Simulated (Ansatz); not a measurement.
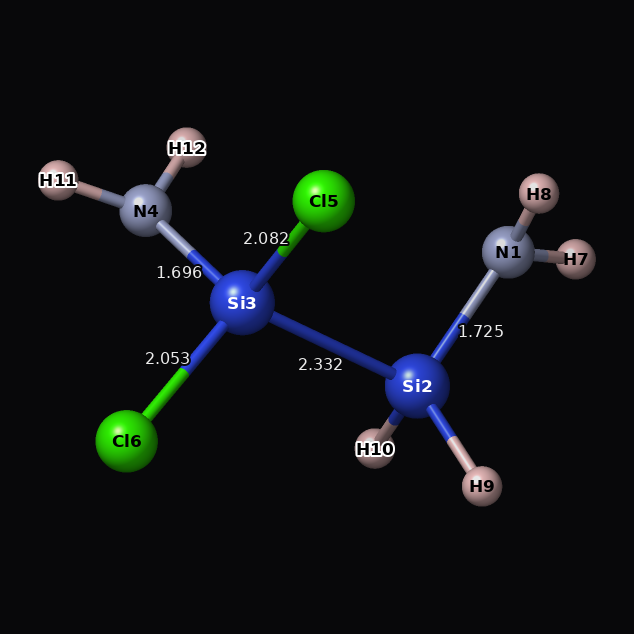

Bond lengths are marked in Å; every bond is drawn as one stick. Computed geometry: PBE0-D4/def2-TZVP optimisation. No frequency run is at hand to confirm it as a minimum.

### Assign a bond order to each marked bond.

N1–Si2 single; Si2–Si3 single; Si3–N4 single; Si3–Cl5 single; Si3–Cl6 single.

### Give the structure as SMILES.

N[SiH2][Si](N)(Cl)Cl
